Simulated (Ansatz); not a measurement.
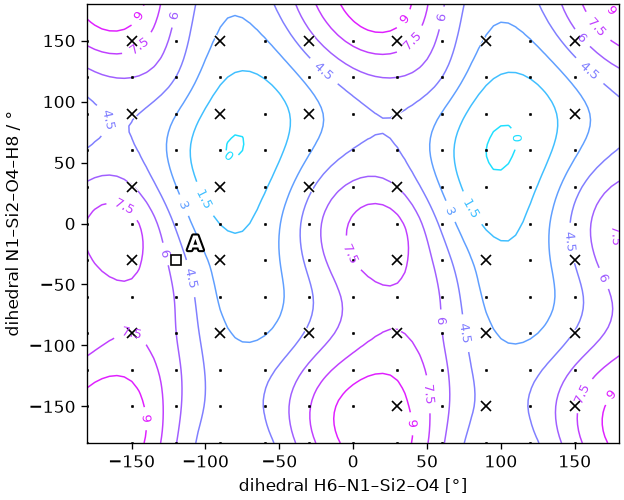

H₄NO₃Si, SMILES N[Si]([O])(O)O, spin multiplicity 2. 
- First axis: dihedral H6–N1–Si2–O4. Second axis: dihedral N1–Si2–O4–H8.
- Nothing is relaxed (all other coordinates rigid).
- The scan uses a 12 × 12 grid. At 29 points there is no value.
- Points are written as (first, second).
- Energies: kcal/mol, counted from the lowest grid point.
- The calculation used Ansatz, UHF/def2-SVP.

Drawn: contour lines labelled in kcal/mol, crosses at grid points without a value, dots at the grid points, the point A. Between grid points the surface is interpolated.

Question: Is A at rest? If not, where is it pushed?

Answer: A, at (−120°, −30°), is not a stationary point. The computed force is 0.13 kcal/mol for each degree towards larger values of dihedral H6–N1–Si2–O4 and 0.026 kcal/mol for each degree towards larger values of dihedral N1–Si2–O4–H8.
